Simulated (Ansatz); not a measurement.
**Single-point calculation, with input and output: HfO₂ (part 1 of 3)**

HfO₂ (slab, 12 atoms in the cell), computed with DFT, PBE, plane waves, PAW, Ueff = -5 eV on Hf d, no spin polarisation (Ansatz 0.2.0).

Some settings of this run were made unusual or wrong on purpose.

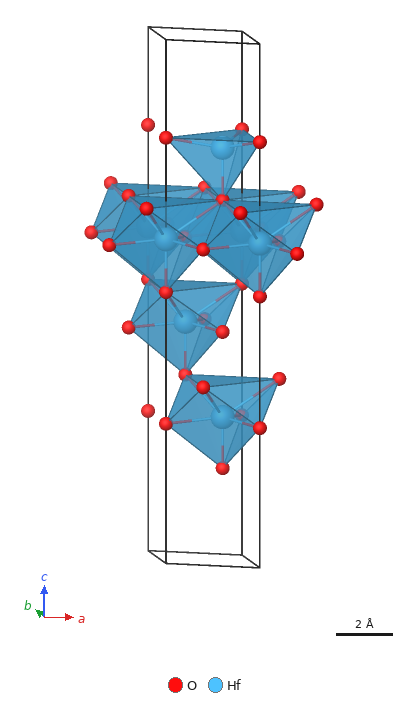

The structure (polyhedral view of the cell of the calculation, with the vacuum cut short, seen slightly off an axis; polyhedra are completed across the faces of the cell).

### Input file
```yaml
crystal:
  lattice:
    - [3.6045557009, 0.0, 0.0]
    - [-1.8022778505, 3.1216368064, 0.0]
    - [0.0, 0.0, 26.0366527709]
  atoms:
    - { symbol: O, position: [0.6666666667, 0.3333333333, 0.2697303696] }
    - { symbol: O, position: [0.0, 0.0, 0.3337127214] }
    - { symbol: Hf, position: [0.6666666667, 0.3333333333, 0.34113015] }
    - { symbol: O, position: [0.3333333333, 0.6666666667, 0.3926819099] }
    - { symbol: O, position: [0.6666666667, 0.3333333333, 0.4603371085] }
    - { symbol: Hf, position: [0.3333333333, 0.6666666667, 0.4666024864] }
    - { symbol: O, position: [0.0, 0.0, 0.5180757376] }
    - { symbol: O, position: [0.3333333333, 0.6666666667, 0.5855740333] }
    - { symbol: Hf, position: [0.0, 0.0, 0.591950865] }
    - { symbol: O, position: [0.6666666667, 0.3333333333, 0.6445788901] }
    - { symbol: O, position: [0.0, 0.0, 0.7339661798] }
    - { symbol: Hf, position: [0.6666666667, 0.3333333333, 0.7181780922] }
basis:
  ecutwfc: 420
kpoints:
  mp_grid: { grid: [9, 9, 1] }
hamiltonian:
  xc: pbe
  hubbard: { sites: [{ species: Hf, l: d, u_eff: -5.0 }] }
scf:
  occupations: { method: gaussian, width: 0.05 }
  max_iter: 60
output:
  forces: true
  eigenvalues: true
efield:
  axis: 3
  dipole_correction: true
  ramp_width: 0.04
```

Launched with:
```bash
ansatz run input.yaml --threads 2 --pin off --max-ram 5632MiB --backend cpu --events-out ev --progress --plain --runs-dir out
```

### Output
```
O: projections on atomic orbitals take those of the free atom [He] 2s2 2p4, of charge +0.00 (hamiltonian.pseudopotentials.projection_atoms); the dataset's partial waves leave at most 1.9e-8 of an orbital's norm unspanned inside its sphere
Hf: projections on atomic orbitals take those of the free atom [Kr 4d10] 4f14 5s2 5p6 5d2 6s2, of charge +0.00 (hamiltonian.pseudopotentials.projection_atoms); the dataset's partial waves leave at most 4.9e-5 of an orbital's norm unspanned inside its sphere
Engine: ansatz 0.2.0, aarch64-unknown-linux-gnu
Pseudopotentials: kind: paw
Pseudopotential: O, paw, valence charge 6, recommended cutoff 420 eV (normal), O.paw.azcp
Pseudopotential: Hf, paw, valence charge 26, recommended cutoff 420 eV (normal), Hf.paw.azcp
Functional definition: PBE
  parameter kappa = 0.804
  parameter beta = 0.06672455060314922
  exchange = pbe_x(kappa = kappa, mu = beta*pi^2/3)
  correlation = pbe_c(beta = beta)
Crystal: 12 atoms, lattice volume = 292.967 Å³
Basis set: ecut = 420 eV, 5631 PW (Γ), exchange–correlation on 50×50×360 points (8 copies of the dense FFT grid, shifted against one another)
Bands: 92, of which v1, the nominal top of the filled ones, is band 76 counted from 1 (75 counted from 0)
Symmetry: 6 space group operations
Space group: P3m1 (ITA 156), of the structure as read, at distance tolerance 6.6e-5 Å
k-points: 12 of 81 (time reversal used)
Non-local potential: O, projectors of the file, l = 0: 2, l = 1: 2, l = 2: 1
Non-local potential: Hf, projectors of the file, l = 0: 3, l = 1: 2, l = 2: 2, l = 3: 3
PAW form: soft (Blöchl's): semilocal exchange-correlation on the pseudo side does not see the compensation charge
PAW one-centre angular grid: O, 110 points (default); XC on 64 Gauss nodes
PAW one-centre angular grid: Hf, 590 points (default); XC on 64 Gauss nodes
Initial density: superposition of atomic densities (neutral atoms: chi_scale 0, normalization atom)
Initial wavefunctions: pseudopotential atomic-orbital guess
Functional: x = pbe(κ = 0.804, μ = 0.2195149727645171), c = pbe(β = 0.06672455060314922)
```
